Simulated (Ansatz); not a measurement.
Pulling on the Ge1–H3 bond in GeH4Se (SMILES [GeH3][SeH]) (multiplicity 1 held, fragments rigid). Energies count from the point at 1.537 Å.
Geometry at that point (charge 0, multiplicity 1):
```xyz
6

Ge    -1.09101     0.39860     0.13876
Se     1.11270    -0.44681    -0.15691
H     -1.31022     1.64312    -0.73591
H     -2.01229    -0.74392    -0.30936
H     -1.33949     0.74448     1.61543
H      1.74281     0.79295     0.32474
```

Restricted levels (R-, RO-) in cc, def2 and unpolarised 6-31G sets keep to the state of the molecule at rest. Unrestricted levels (U-) break spin symmetry where that is lower. Active spaces are followed from a long bond inwards. Curves can end on different states.

Cores are frozen in the correlated methods. Filled d and f shells under p-block atoms count as core.

Codes used: Ansatz (a program for electronic structure) with Gaussian orbitals. 

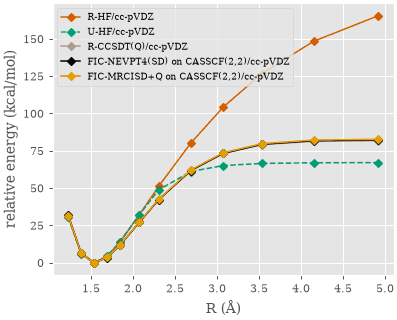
Fig. 1. Relative energy along the coordinate

### Question
Read off the R-HF/cc-pVDZ curve at R = 2.689.

### Answer
about 80 kcal/mol

Doubts at one or more of the structures used: a restricted determinant that unrestricted orbitals would lower (R-HF/cc-pVDZ, R-CCSDT(Q)/cc-pVDZ); a spin-contaminated determinant (U-HF/cc-pVDZ); other coupled-cluster roots lie near (R-CCSDT(Q)/cc-pVDZ); T1 above 0.05 (R-CCSDT(Q)/cc-pVDZ).
